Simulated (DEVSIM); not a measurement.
Structure: Ge n+/n-/n+ resistor, at 350 K.

```csv
layer (left to right),material,thickness (μm),Nd (cm⁻³),τn (s),τp (s)
1,Ge,0.170,1.8e18,4.2e-5,4.2e-5
2,Ge,0.440,8.7e12,4.2e-5,1.3e-6
3,Ge,0.120,2.2e17,4.2e-5,4.2e-5
```

Left contact: ohmic. Right contact: ohmic. Voltage is applied to the left contact. Recombination: SRH at mid-gap, radiative, Auger. Mobility is constant in doping.

This is a model device: material constants are rounded textbook-type values typed into the input, and sizes, dopings and lifetimes were drawn at random. Values at 300 K; Nc and Nv go as T^1.5, mobilities as T to minus their exponent, the gap by Varshni's rule with the affinity fixed.

| parameter | Ge |
|---|---|
| gap (eV) | 0.664 |
| affinity (eV) | 4 |
| permittivity | 16 |
| Nc (cm⁻³) | 1.04e19 |
| Nv (cm⁻³) | 6e18 |
| μn (cm²/Vs) | 3900 |
| μp (cm²/Vs) | 1900 |
| T exponent of μn | 1.66 |
| T exponent of μp | 2.33 |
| B (cm³/s) | 6.4e-14 |
| Cn (cm⁶/s) | 1e-31 |
| Cp (cm⁶/s) | 1e-31 |
| Varshni α (eV/K) | 0.000477 |
| Varshni β (K) | 235 |

Simulated with DEVSIM: 1D drift-diffusion, Boltzmann statistics, complete ionisation; no tunnelling, impact ionisation, image-force lowering or self-heating.

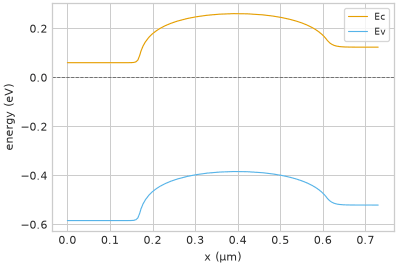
Band edges at zero bias

Energies count from the Fermi level of the right contact; mesh points crowd at the junctions.

| x (μm) | Ec (eV) | Ev (eV) | n (cm⁻³) | p (cm⁻³) | field (V/cm) |
|---|---|---|---|---|---|
| 0.000 | 0.060 | -0.584 | 1.8e18 | 2.9e10 | ≈ 0 |
| 0.01414 | 0.060 | -0.584 | 1.8e18 | 2.9e10 | ≈ 0 |
| 0.03618 | 0.060 | -0.584 | 1.8e18 | 2.9e10 | ≈ 0 |
| 0.06538 | 0.060 | -0.584 | 1.8e18 | 2.9e10 | ≈ 0 |
| 0.1149 | 0.060 | -0.584 | 1.8e18 | 2.9e10 | ≈ 0 |
| 0.1411 | 0.060 | -0.584 | 1.8e18 | 2.9e10 | 55 |
| 0.1609 | 0.063 | -0.581 | 1.6e18 | 3.2e10 | 8600 |
| 0.1778 | 0.128 | -0.516 | 1.9e17 | 2.8e11 | 36000 |
| 0.1988 | 0.176 | -0.468 | 3.8e16 | 1.4e12 | 16000 |
| 0.2293 | 0.210 | -0.434 | 1.2e16 | 4.3e12 | 8200 |
| 0.2814 | 0.240 | -0.404 | 4.6e15 | 1.1e13 | 3900 |
| 0.3900 | 0.260 | -0.384 | 2.4e15 | 2.2e13 | 210 |
| 0.4829 | 0.250 | -0.394 | 3.3e15 | 1.6e13 | -2500 |
| 0.5373 | 0.230 | -0.415 | 6.4e15 | 8.1e12 | -5300 |
| 0.5832 | 0.195 | -0.450 | 2.1e16 | 2.5e12 | -11000 |
| 0.6022 | 0.168 | -0.476 | 5.0e16 | 1.0e12 | -18000 |
| 0.6164 | 0.140 | -0.504 | 1.2e17 | 4.2e11 | -14000 |
| 0.6322 | 0.128 | -0.517 | 1.9e17 | 2.7e11 | -3900 |
| 0.6642 | 0.124 | -0.521 | 2.2e17 | 2.4e11 | -220 |
| 0.6897 | 0.123 | -0.521 | 2.2e17 | 2.4e11 | -22 |
| 0.7101 | 0.123 | -0.521 | 2.2e17 | 2.4e11 | ≈ 0 |
| 0.7300 | 0.123 | -0.521 | 2.2e17 | 2.4e11 | ≈ 0 |
